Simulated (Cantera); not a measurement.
A closed system holds: 1 mol Cr, 7.2 mol NH₃, 2.7 mol H₂, equilibrated at 10.0 mbar.

Method: chemical equilibrium by Gibbs-energy minimisation in Cantera with the NASA 1993 tables (ideal gas, pure condensed phases). Candidate condensed phases: Cr, CrN, Cr₂N; 11 gas species. Equilibrium is a limit: real reactors are often held back by kinetics, nucleation or transport.

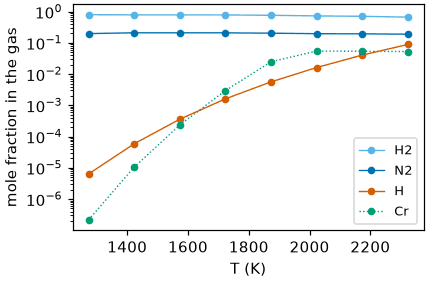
*Equilibrium gas composition (values under 1e-9 drawn at 1e-9)*

Problem. Read off the mole fractions at 2323 K.

Solution. H₂ about 0.67, N₂ about 0.19, H about 0.089, Cr about 0.053.
